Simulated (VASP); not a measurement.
Band structure of CaO (rock salt). Computed with AM05 GGA, VASP's PBE PAW potentials (set 64) (plane waves; VASP 6.6.1).

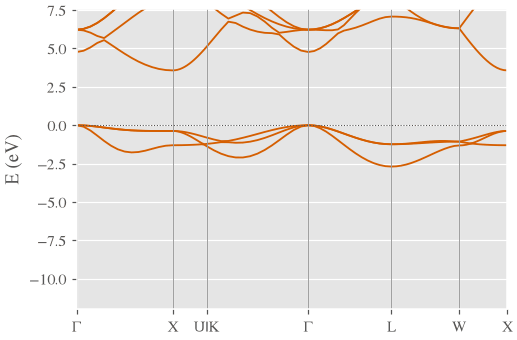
*Bands along high-symmetry lines, zero at the valence-band maximum or, without a gap, the Fermi level*

Problem. Read the plot: is there a gap, and where are the band edges?

Solution. The gap is indirect, 3.57 eV, from the valence maximum at Γ to the conduction minimum at X. (Edges off the drawn lines would not show.)

The compound is CaO in the rock salt structure. It was relaxed first.
